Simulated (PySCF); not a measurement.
## Electronic structure of GeF (doublet) in real space

| atom | x (Å) | y (Å) | z (Å) |
| --- | --- | --- | --- |
| Ge | 0.0000 | 0.0000 | -0.3676 |
| F | 0.0000 | 0.0000 | 1.4304 |

The calculation used PySCF 2.14.0, PBE0/aug-pcseg-1, non-relativistic, at a bond length of 1.798 Å.

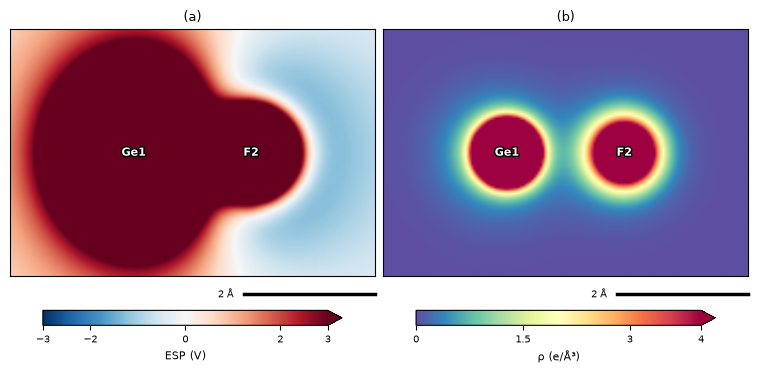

Figure 1. (a) molecular electrostatic potential; (b) total electron density on a plane that holds the molecular axis.

### What do the fields say about this system?

Atoms in the plane: Ge and F.
Ge–F (1.80 Å): the density is about 0.78 e/Å³ at the midpoint.
Outside the dense part of the molecule the potential is most negative (−1.3 V) near F2.

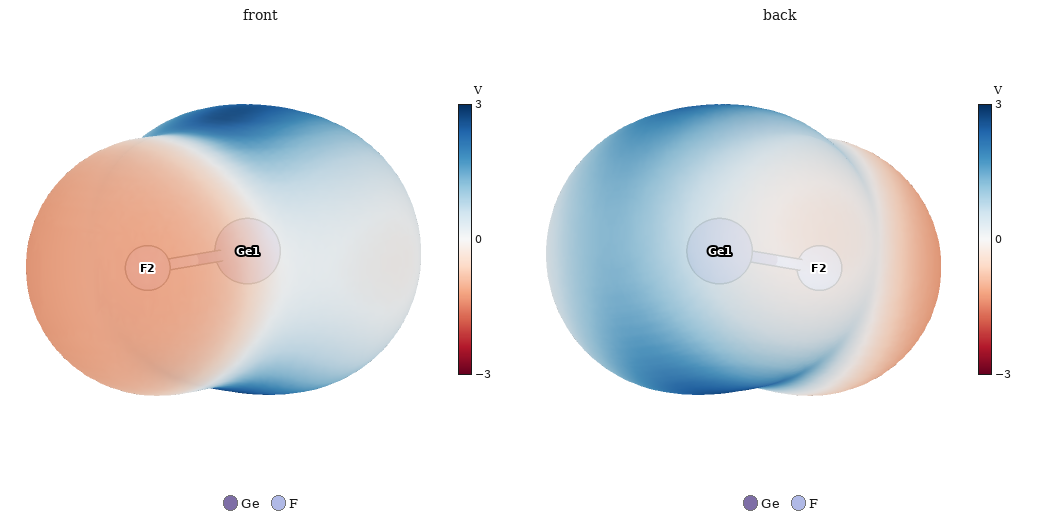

Figure 2. The electrostatic potential painted on the density surface at 0.002 e/bohr³, seen from the front and from behind; red is negative and blue positive.

### Describe the electrostatic potential map.

The most negative region (about −1.2 V) lies over F2, the most positive (about +2.7 V) over Ge1.
